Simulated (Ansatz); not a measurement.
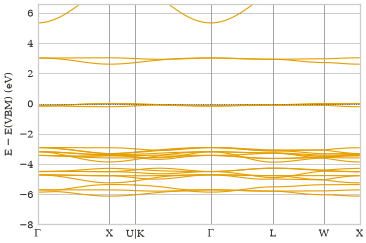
Fig. 1. Band structure from r²SCAN (plane waves, PAW; program Ansatz)

The gap is 2.60 eV; an edge lies off the plotted path or next to a special point (maximum on the X–U line, 4 % of the way from X, minimum at X).

Pick the material that matches.
(A) Rb2NaInCl6, Fm-3m (Rb on 8c, Na on 4b, In on 4a, Cl on 24e)
(B) Rb2TlAgF6, Fm-3m (Rb on 8c, Tl on 4a, Ag on 4b, F on 24e)
(C) Rb3AsF6, Fm-3m (Rb on 8c, Rb on 4b, As on 4a, F on 24e)
(D) Rb2NaRhF6, Fm-3m (Rb on 8c, Na on 4b, Rh on 4a, F on 24e)

D, Rb2NaRhF6, Fm-3m (Rb on 8c, Na on 4b, Rh on 4a, F on 24e)

The first step of the workflow began from a Materials Project structure, measured or hypothetical; the Crystallography Open Database files this formula in space group No. 225, but the cells were not matched. Its standing as an ambient phase is unchecked. Symmetry was held in the r²SCAN relaxation; its stability against distortions is not shown here. No spin polarisation was allowed. Spin–orbit coupling is left out wherever it is not named.

Potentials: the later of the program's two PAW sets.
